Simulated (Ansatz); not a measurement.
```xyz
6

H    -1.5801   -1.0884    0.5203
C     0.9374    0.6994   -0.2750
Cl    1.0472   -0.6863   -1.2287
H    -2.1886   -1.1436    0.9493
H     0.3756    1.5351   -0.6607
H     1.4084    0.6838    0.6950
```

The product side of a reaction path; geometry: PBE0-D4/def2-TZVP.

All numbers below come from Ansatz, UKS PBE0-D4/def2-TZVPP.

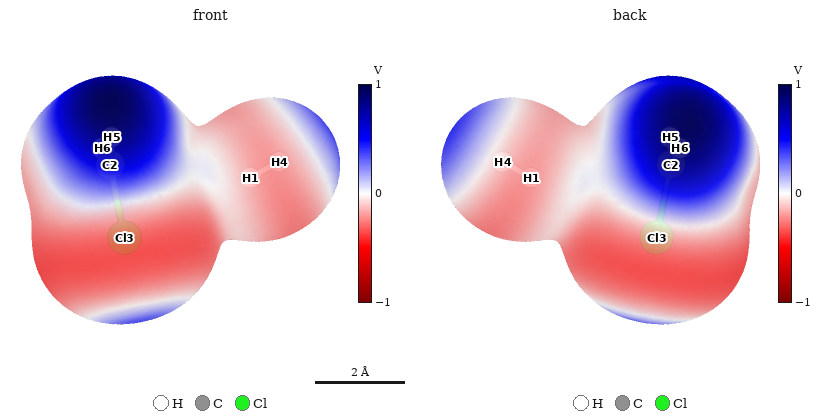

H2···CH2Cl (doublet). The electrostatic potential painted on the density surface at 0.001 e/bohr³, seen from the front and from behind; red is negative and blue positive.

> Where is the surface potential most negative and most positive?

The most negative region (about −0.3 V) lies over Cl3, the most positive (about +1.0 V) over H5 and H6. Cl3 shows a σ-hole: about +0.3 V at the tip opposite its bond, against about −0.3 V on its flanks.
